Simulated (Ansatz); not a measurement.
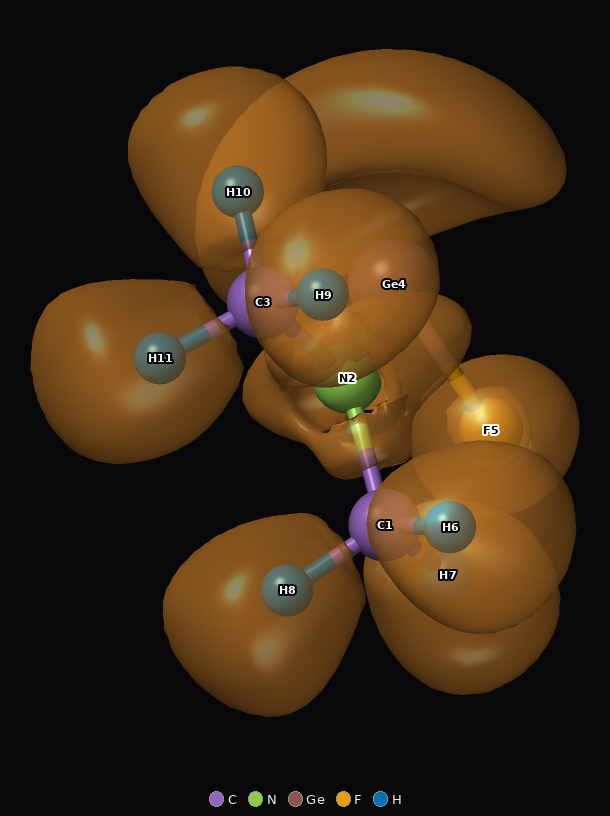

The picture shows: C2H6FGeN (SMILES C[N](C)[Ge][F]). Isosurface of the ELF at 0.75 (orange), seen at an oblique angle. Only the valence region is drawn (cores and ρ < 0.01 e/Å³ removed).

Geometry: PBE0-D4/def2-TZVP.

These are results of RKS PBE0-D4/def2-TZVPP in Ansatz, not measurements.

The calculation's input:

```
crystal:
  periodic: [false, false, false]
  atoms:
    - {symbol: C, position_ang: [-0.930645, 0.657870, -0.224342]}
    - {symbol: N, position_ang: [0.338068, 0.056680, 0.103781]}
    - {symbol: C, position_ang: [0.352355, -1.381550, 0.004556]}
    - {symbol: Ge, position_ang: [1.856363, 0.926195, 0.609712]}
    - {symbol: F, position_ang: [1.189081, 2.566902, 0.531464]}
    - {symbol: H, position_ang: [-1.224300, 0.414897, -1.253759]}
    - {symbol: H, position_ang: [-0.867980, 1.740558, -0.124945]}
    - {symbol: H, position_ang: [-1.722093, 0.287975, 0.440263]}
    - {symbol: H, position_ang: [0.115389, -1.715329, -1.013778]}
    - {symbol: H, position_ang: [1.340150, -1.774033, 0.265400]}
    - {symbol: H, position_ang: [-0.380890, -1.837066, 0.682349]}
basis:
  gaussian: {orbitals: def2-TZVPP}
hamiltonian: {xc: pbe0, dispersion: d4}
output: {orbitals: {seedname: orbitals}}
```

Command:

```sh
ansatz run in.yaml --threads 4 --pin off --events-out ev --progress --plain --max-ram 10444MiB
```

Question: Describe the localisation domains.

Answer: The surface consists of six regions around hydrogen nuclei, one region on N in which the atom's valence shell and bonds are merged, one lobe on Ge, pointing away from the bonds (lone pairs) and one region wrapped around F (its valence shell). Along the contacts the grid gives the following. C–N (1.44 Å): the ELF peaks at about 0.90 between the atoms: a covalent bond. Ge–F (1.77 Å): the ELF peaks at about 0.80 in the valence shell of F, 0.5 Å from its nucleus, and is about 0.25 at the midpoint.
